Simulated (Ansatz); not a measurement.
**Single-point calculation, with input and output: C3H4OS**

- system: C3H4OS
- method: RKS PBE0-D4/def2-TZVPP (Ansatz 0.2.0)

The geometry comes from this level: PBE0-D4/def2-TZVP.

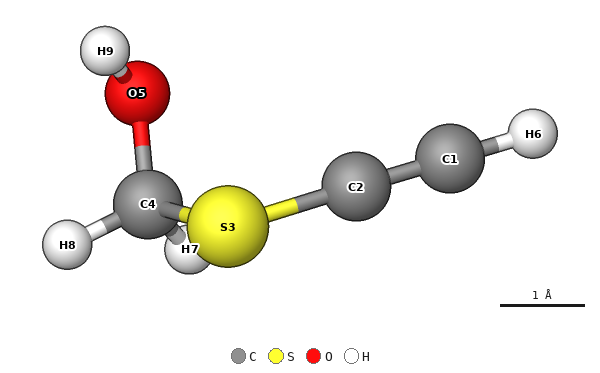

Figure 1. The input geometry (ball-and-stick view, seen at a tilt; atoms are numbered from 1 in the order of the input). Bond lengths as drawn: C–C 1.20 Å, C–H 1.06 to 1.10 Å, C–O 1.38 Å, C–S 1.67 to 1.83 Å and H–O 0.96 Å.

Results in brief

- outcome: converged
- total energy: −16048.9810 eV
- mean-field energy: −16048.8243 eV
- dispersion energy: −0.1566 eV
- SCF solution under orbital rotations: stable
- HOMO: −6.76 eV
- LUMO: −0.31 eV
- hardware: 2 threads of Arm Neoverse V2, 23 GiB of memory available, shared host
- wall time: 4 s (CPU time 7.4 s)
- peak memory: 0.45 GiB

The input
```yaml
crystal:
  periodic: [false, false, false]
  atoms:
    - {symbol: C, position_ang: [1.558664, 1.794840, -0.678963]}
    - {symbol: C, position_ang: [1.300840, 0.739107, -0.159204]}
    - {symbol: S, position_ang: [1.008102, -0.727172, 0.595240]}
    - {symbol: C, position_ang: [-0.699685, -1.069881, 0.041136]}
    - {symbol: O, position_ang: [-1.660408, -0.198007, 0.525563]}
    - {symbol: H, position_ang: [1.780490, 2.727752, -1.140379]}
    - {symbol: H, position_ang: [-0.726084, -1.014165, -1.045819]}
    - {symbol: H, position_ang: [-0.854028, -2.109229, 0.358436]}
    - {symbol: H, position_ang: [-1.619291, -0.189446, 1.486891]}
basis:
  gaussian: {orbitals: def2-TZVPP}
hamiltonian: {xc: pbe0, dispersion: d4}
output: {orbitals: {seedname: orbitals}}
```

Run as:
```bash
ansatz run in.yaml --threads 2 --pin off --events-out ev --progress --plain --max-ram 4352MiB
```

Output
```
Functional definition: PBE0
  name "PBE0"
  cite "Adamo & Barone, J. Chem. Phys. 110, 6158 (1999) doi:10.1063/1.478522"
  cite "Perdew, Burke & Ernzerhof, Phys. Rev. Lett. 77, 3865 (1996) doi:10.1103/PhysRevLett.77.3865"
  parent pbe
  parameter a = 0.25
  parameter kappa = 0.804
  parameter beta = 0.06672455060314922
  exchange = (1 - a)*pbe_x(kappa = kappa, mu = beta*pi^2/3) + a*exact_x
  correlation = pbe_c(beta = beta)
1242 factors; their error is unknown
mean field evaluation 1: about -16039.8578 eV, gradient 6.5e1 eV
mean field evaluation 2: about -16029.2520 eV, gradient 9.4e1 eV
mean field evaluation 4: about -16048.5865 eV, gradient 9.9e0 eV
mean field evaluation 8: about -16048.8068 eV, gradient 1.4e-1 eV
mean field evaluation 16: about -16048.8243 eV, gradient 2.6e-4 eV
mean field -16048.82431769 eV, -589.7834153911 hartree, gradient 5.2e-5 eV, S^2 0.000000; 0 other end points of the search recorded, 0 dependent functions left out
reference -16048.82434648 eV, -589.7834164495 hartree; 23, 23 occupied and 199, 199 virtual orbitals, 1242 factors
Total energy: -16048.98095127 eV, -589.7891715690 hartree
```

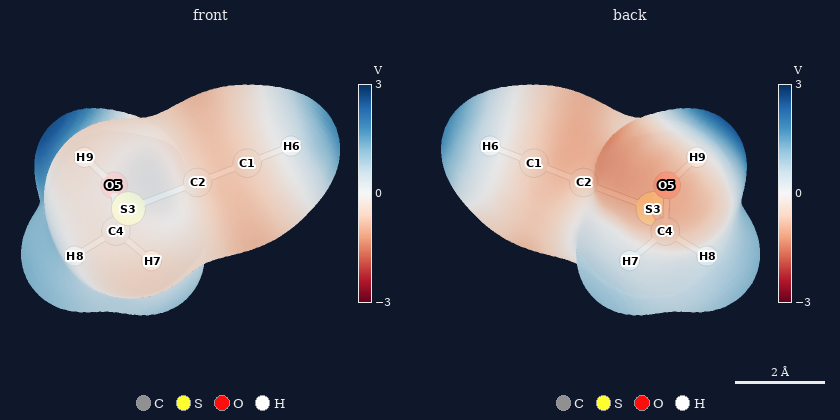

Figure 2. The electrostatic potential painted on the density surface at 0.002 e/bohr³, seen at a tilt and from behind; red is negative and blue positive.

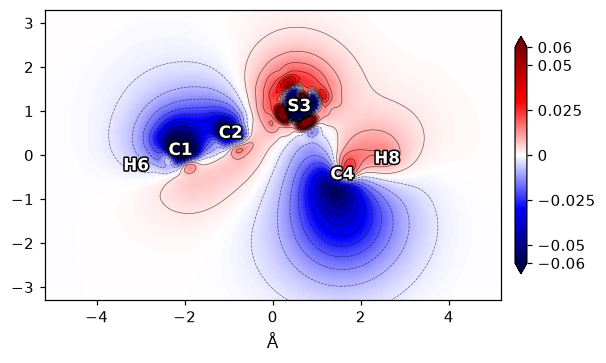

Figure 3. The HOMO on the plane of atoms C2, S3 and C4 (values in Å⁻³ᐟ²; the overall sign is arbitrary). It lies mainly on S3 (50 %), C1 (30 %) and C2 (15 %). Its energy is −6.76 eV.

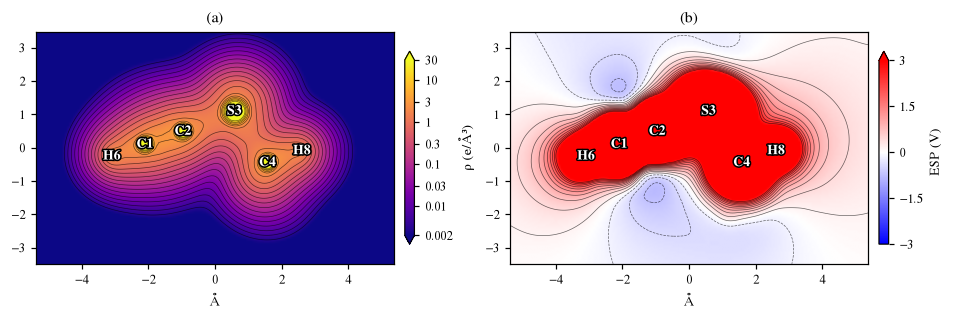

Figure 4. (a) total electron density; (b) electrostatic potential on the plane of atoms C2, S3 and C4. The section cuts through C, S and H sites. C–C (1.20 Å): ρ at the midpoint is about 2.8 e/Å³. C–S (1.67 Å): ρ is about 1.5 e/Å³ halfway. C–S (1.83 Å): ρ at the midpoint is about 1.2 e/Å³. C–H (1.06 Å): ρ at the midpoint is about 2.1 e/Å³.

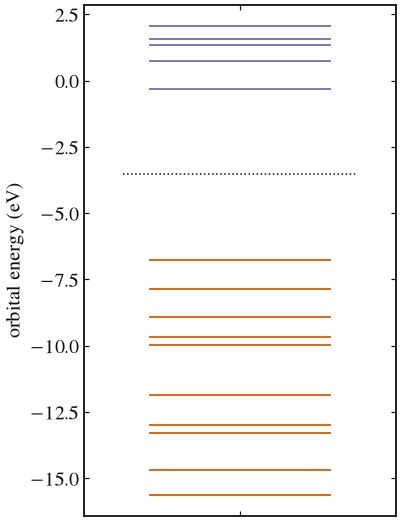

Figure 5. Orbital energies near the frontier; the dotted line parts filled from empty levels, and levels within 0.02 eV of each other stand side by side. Highest filled −6.76 eV, lowest empty −0.31 eV, 6.45 eV apart.
